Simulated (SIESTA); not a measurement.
Band structure of Y2NiRu3 (R-3m, 6 atoms in the cell).

```
Y2NiRu3
1.0
    2.56956     1.48354     4.27125
   -2.56956     1.48354     4.27125
    0.00000    -2.96707     4.27125
Y Ni Ru
2 1 3
Cartesian
  0.00000   0.00000   1.57659
  0.00000   0.00000  11.23717
  0.00000   0.00000   6.40688
 -1.28478  -0.74177   4.27125
  1.28478  -0.74177   4.27125
  0.00000   1.48354   4.27125
```

Method: GGA PBEsol, numerical atomic orbitals DZP, PseudoDojo PBEsol standard norm-conserving potentials (rewritten from UPF to PSML) in SIESTA.

Settings: XC.functional = GGA; XC.authors = PBEsol; potentials = PseudoDojo PBEsol standard; PAO.BasisSize = DZP; PAO.EnergyShift = 0.005 Ry; MeshCutoff = 350 Ry; kgrid.MonkhorstPack = 5 5 5; OccupationFunction = FD; ElectronicTemperature = 0.136 eV; MaxSCFIterations = 150; SCF.Mixer.Method = Pulay; SCF.Mixer.Weight = 0.1; SCF.Mixer.History = 6; SCF.DM.Tolerance = 1.0E-05.

The starting cell comes from a database of computed structures (which also holds hypothetical and non-ambient phases and stackings), without a prior relaxation at this level. Its lattice was rescaled by a random factor within 2.5 % of one. Spin polarisation is off. Values carry the incompleteness of an atom-centred basis.

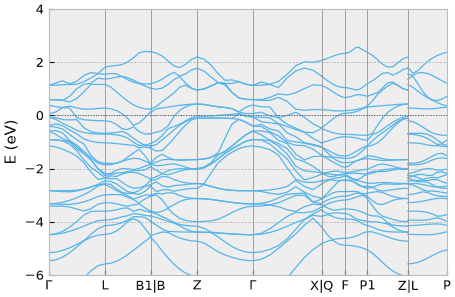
Fig. 1. Bands along the path, energies from the Fermi level.

Levels in eV from the Fermi level, bands 41 to 46:
| point | 41 | 42 | 43 | 44 | 45 | 46 |
|---|---|---|---|---|---|---|
| Γ | -0.40 | -0.06 | -0.06 | 0.07 | 0.38 | 0.59 |
| L | -1.03 | -0.71 | -0.67 | -0.21 | 0.27 | 1.16 |
| B1 | -1.23 | -1.16 | -1.06 | -0.69 | 0.12 | 0.23 |
| Z | -0.11 | -0.11 | -0.04 | 0.43 | 0.43 | 0.95 |
| X | -1.20 | -1.18 | -1.03 | -0.49 | -0.48 | 0.21 |
| F | -1.62 | -1.53 | -0.81 | -0.72 | 0.08 | 0.18 |
| P1 | -1.17 | -1.13 | -0.93 | -0.75 | 0.31 | 0.36 |
| P | -1.17 | -1.13 | -0.93 | -0.75 | 0.31 | 0.36 |

Bands cross the Fermi level along this path, so the cell is metallic at this level.

Higher empty bands are left out: an atom-centred basis made for the valence describes them poorly.
